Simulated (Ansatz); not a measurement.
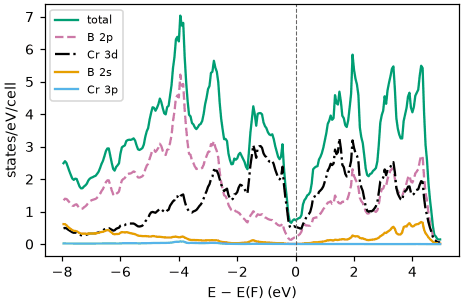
Total and projected density of states of CrB$_{4}$ in space group Pnnm (No. 58; Cr on 2a, B on 4g, B on 4g), PBEsol (plane waves, PAW; program Ansatz)

Q: Which orbitals carry the states next to the Fermi level?

A: Within 0.5 eV of the Fermi level: Cr 3d 69 %, B 2p 29 %. Projections are on Löwdin-orthogonalised atomic valence shells; empty p or d shells of many metals are not among them.

Q: Where is the tallest occupied peak in this window, and what makes it?

A: Near -3.9 eV, about 7.0 states/eV per cell; the largest projected share is B 2p.

The first step of the workflow began from a Materials Project structure, measured or hypothetical; the Crystallography Open Database copy checked does not list it. COD files the formula under space group No. 71. Whether it is the stable phase at ambient conditions was not checked. The cell was relaxed with PBEsol under the symmetry of its start; whether a distortion lowers the energy is not shown. No spin polarisation was allowed.

Potentials: the later of the program's two PAW sets.
